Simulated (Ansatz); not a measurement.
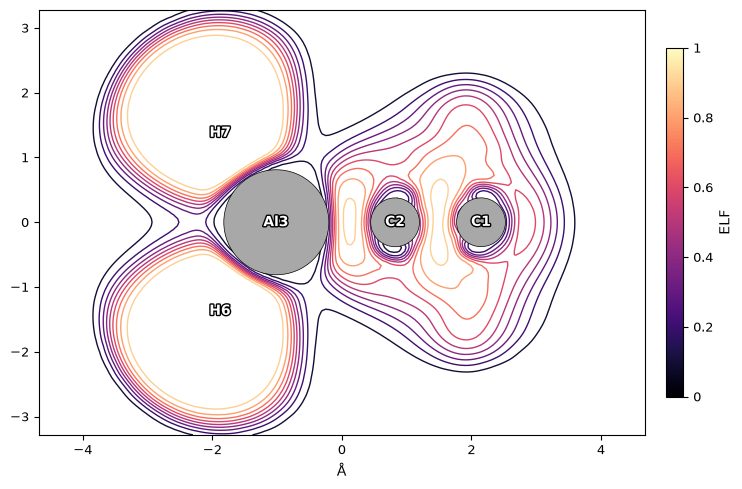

*C2H4Al (charge −1). ELF on the plane of atoms C2, Al3 and H7. Grey discs cover the atomic cores.*

The highest occupied orbital lies above zero, a sign that basis and functional describe the outermost electron poorly.

Theory: RKS r2SCAN-D4/def2-SVP in Ansatz 0.2.0.

```xyz
7

C    -1.1087   -0.3249   -1.1250
C    -0.1968   -0.0562   -0.1994
Al    1.0642    0.3125    1.0797
H    -2.1934   -0.4614   -0.9089
H    -0.8798   -0.4409   -2.2094
H     1.4566    1.8319    1.4924
H     1.8580   -0.8610    1.8706
```

Interpret the plot.

Answer.
- The section cuts through C, Al and H sites.
- C–C (1.33 Å): the ELF peaks at about 0.90 between the atoms; a short, multiple covalent bond.
- C–Al (1.83 Å): the ELF peaks at about 0.95 between the atoms; a shared but strongly polarised pair.
- Al–H (1.62 Å): the ELF climbs to about 1 towards the hydrogen.
